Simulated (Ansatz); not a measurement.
Input

```
crystal:
  periodic: [false, false, false]
  atoms:
    - { symbol: Si, position_ang: [0.0, 0.0, 0.0] }
    - { symbol: H, position_ang: [0.9994, 0.0, 1.3254] }
    - { symbol: H, position_ang: [1.5827, 0.0, 0.5009] }
    - { symbol: Cl, position_ang: [-1.0032, 1.7381, -0.7093] }
    - { symbol: "N", position_ang: [-0.8572, -1.4851, -0.6061] }
    - { symbol: H, position_ang: [-1.3922, -2.1014, 0.0704] }
    - { symbol: H, position_ang: [-0.8219, -1.7344, -1.6357] }
basis:
  gaussian: { orbitals: def2-SVP }
hamiltonian:
  xc: pbe
  dispersion: d4
relax:
  f_tol: 0.15
  max_steps: 25
  restrain:
    - { distance: [1, 2], at: 0.66, k: 30.0 }
    - { distance: [0, 1], at: 2.66, k: 30.0 }
    - { distance: [0, 2], at: 2.66, k: 30.0 }
output:
  orbitals: {}
```

Command:

```sh
ansatz run input.yaml --threads 1 --pin off --max-ram 2048MiB --backend cpu --events-out ev --progress --plain --runs-dir out
```

The fields are those of the run's last geometry, not of the input's.

Not at a stationary point (largest force 1.9 eV/Å).

All numbers below come from RKS PBE-D4/def2-SVP in Ansatz.

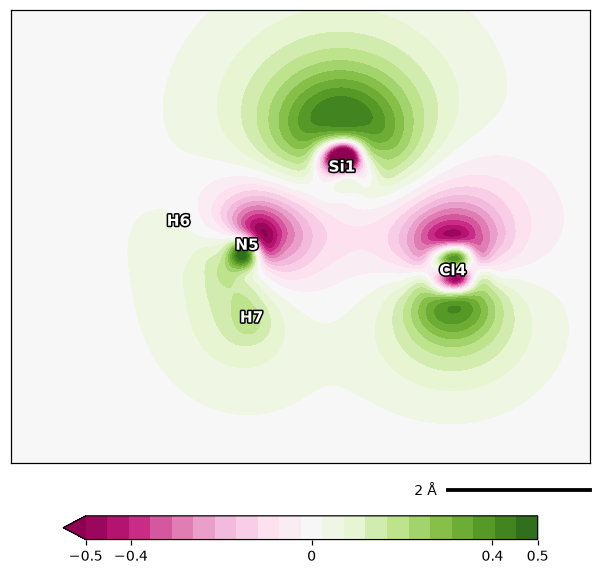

ClH2NSi···H2. The HOMO on the plane of atoms H6, N5 and H7 (values in Å⁻³ᐟ²; the overall sign is arbitrary).

> Where does this orbital lie, and at what energy?

It lies mainly on Si1 (about 65 %), Cl4 (about 25 %) and N5 (about 10 %). Its energy is −5.78 eV.
